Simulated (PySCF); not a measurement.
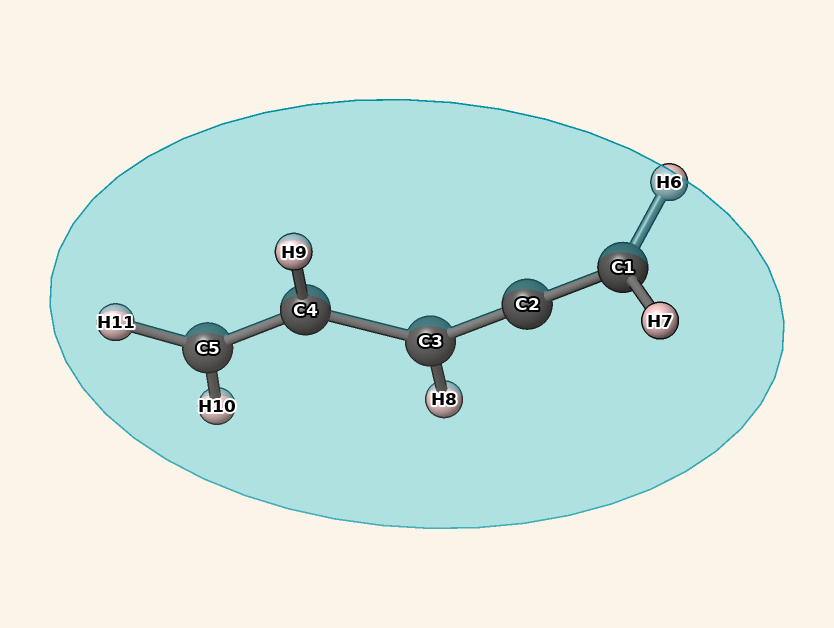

A disc through the centre of mass is drawn in. Atoms fade into the background with distance from the viewer. The geometry was computed by an optimisation with PBE0-D3(BJ)/def2-SVP. No frequency run is at hand to confirm it as a minimum.

### Is the plane of the disc a mirror plane of the structure?

Yes. The reflection leaves C1, C2, C3, C4, C5, H8, H9, H10, H11 in place and moves H6 ↔ H7. The point group is Cs.
